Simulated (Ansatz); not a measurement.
Bond stretch in NLi, lowest triplet found (which spin is the ground state isn't settled by this scan).

- UCCSD = Ansatz (an electronic-structure program) with CCSD on UHF/aug-cc-pVDZ, frozen core
- ROHF/aug-cc-pVDZ (Ansatz)
- ROCCSDT = Ansatz with CCSDT on ROHF/aug-cc-pVDZ, frozen core
- FCI = full CI/aug-cc-pVDZ, frozen core run with Ansatz

Energies are in eV, each relative to the lowest point of its own curve between 1.67 and 2.36 Å, where full CI is lowest.

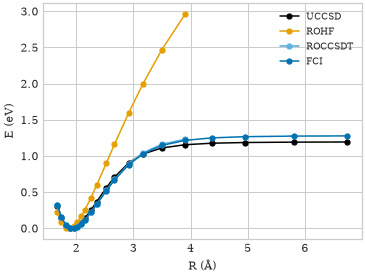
Energy against bond length for each method.

```
R / Å  UCCSD   ROHF  ROCCSDT    FCI
-----  -----  -----  -------  -----
1.67   0.306  0.219    0.321  0.323
1.74   0.140  0.080    0.152  0.153
1.82   0.036  0.007    0.043  0.044
1.89   0.000  0.000    0.002  0.003
1.96   0.002  0.033    0.000  0.000
2.02   0.027  0.085    0.020  0.020
2.09   0.075  0.166    0.064  0.063
2.15   0.134  0.249    0.113  0.112
2.26   0.252  0.423    0.223  0.221
2.36   0.368  0.596    0.334  0.331
2.53   0.562  0.904    0.526  0.521
2.67   0.706  1.159    0.674  0.666
2.92   0.904  1.596    0.891  0.880
3.17   1.026  1.999    1.043  1.028
3.50   1.110  2.470    1.162  1.145
3.91   1.155  2.963    1.230  1.215
4.37   1.175      —        —  1.249
4.96   1.185      —        —  1.266
5.81   1.190      —        —  1.273
6.74   1.192      —        —  1.276
```

At the longest distance, 6.74 Å, FCI lies highest above its minimum (1.276 eV) and UCCSD lowest (1.192 eV).

Dashes: no converged value, or the column stops at the first point that the program doubted or that broke a chosen test of continuity, which isn't proof of a fault.

The scan ran from 1.44 to 6.74 Å; beyond the distances shown full CI changes its symmetry label. The unrestricted determinant behind UCCSD is spin-contaminated at 2.09 to 6.74 Å (<S²> up to 3.0, against 2.00 for a pure triplet). The T1 diagnostic of CCSD on the restricted reference of ROCCSDT exceeds 0.045 at 2.09 to 4.96 Å.
